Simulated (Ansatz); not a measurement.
**BrGaH5N: density, localisation and related maps**

Input

```
crystal:
  periodic: [false, false, false]
  atoms:
    - { symbol: Ga, position_ang: [-0.059357, 0.470334, -0.534973] }
    - { symbol: "N", position_ang: [-0.027258, 0.096636, 2.552039] }
    - { symbol: H, position_ang: [-0.807688, -0.29936, 3.066228] }
    - { symbol: H, position_ang: [0.82694, -0.113588, 3.058321] }
    - { symbol: H, position_ang: [1.412242, 0.072497, -0.859339] }
    - { symbol: H, position_ang: [-1.415893, -0.239422, -0.821624] }
    - { symbol: Br, position_ang: [-0.294607, 2.718834, 0.284623] }
    - { symbol: H, position_ang: [-0.143879, 1.12587, 2.527927] }
basis:
  gaussian: { orbitals: def2-mTZVP }
hamiltonian:
  xc: b3lyp
  dispersion: d4
relax:
  f_tol: 0.03
  max_steps: 50
output:
  orbitals: {}
```

Run with:

```sh
ansatz run input.yaml --threads 2 --pin off --max-ram 3072MiB --backend cpu --events-out ev --progress --plain --runs-dir out
```

The fields are those of the run's last geometry, not of the input's.

Theory: Ansatz, RKS B3LYP-D4/def2-mTZVP.

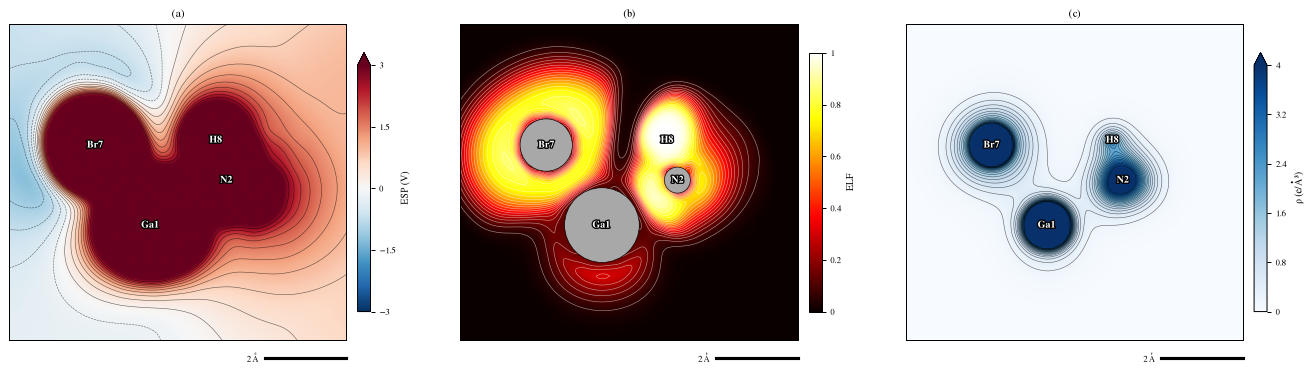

Figure 1. (a) electrostatic potential; (b) ELF; (c) electron density on the plane of atoms N2, Ga1 and Br7. Grey discs cover the atomic cores in the ELF map.

What does the map show?

- Atoms in the plane: Ga, N, Br and H.
- Ga–N (2.16 Å): the density is about 0.44 e/Å³ at the midpoint; the ELF peaks at about 0.95 in the valence shell of N, 0.7 Å from its nucleus, and is about 0.30 at the midpoint.
- Ga–Br (2.39 Å): ρ is about 0.52 e/Å³ halfway, with its minimum of 0.47 e/Å³ about 1.0 Å from Ga; the ELF peaks at about 0.80 in the valence shell of Br, 1.0 Å from its nucleus, and is about 0.65 at the midpoint.
- N–H (1.02 Å): ρ is about 2.9 e/Å³ halfway; the ELF climbs to about 1 towards the hydrogen, as it does in any bond to H (a covalent bond by its length).
- The ELF also peaks beside Br7, away from the bonds: lone-pair regions.
- Outside the dense part of the molecule the potential is most negative (−1.2 V) near Br7.

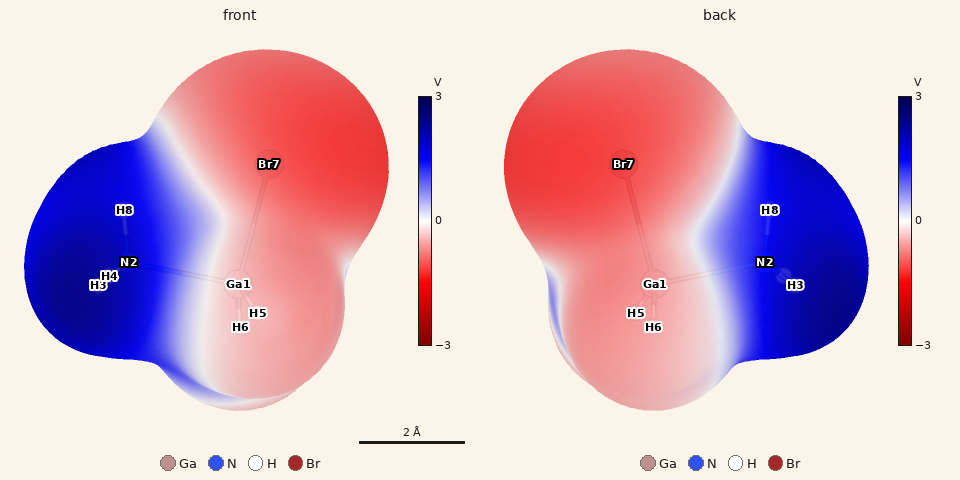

Figure 2. The electrostatic potential painted on the density surface at 0.001 e/bohr³, seen from the front and from behind; red is negative and blue positive.

Describe the electrostatic potential map.

The most negative region (about −1.2 V, or −28 kcal/mol for a unit charge) lies over Br7, the most positive (about +2.4 V, or +55 kcal/mol for a unit charge) over H3 and H4.

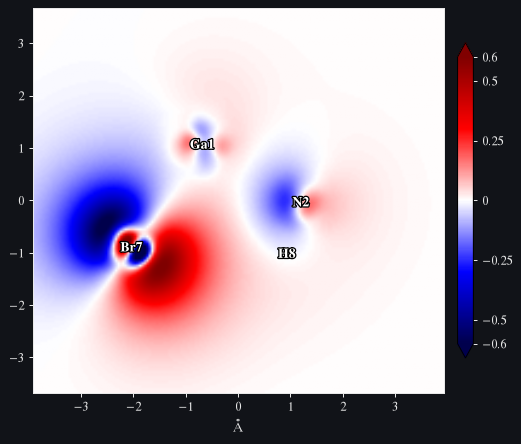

Figure 3. The HOMO−1 on the plane of atoms Ga1, N2 and H8 (values in Å⁻³ᐟ²; the overall sign is arbitrary).

Describe this orbital and give its energy.

It lies mainly on Br7 (about 90 %); largely a lone pair of Br7. Its energy is −7.27 eV.
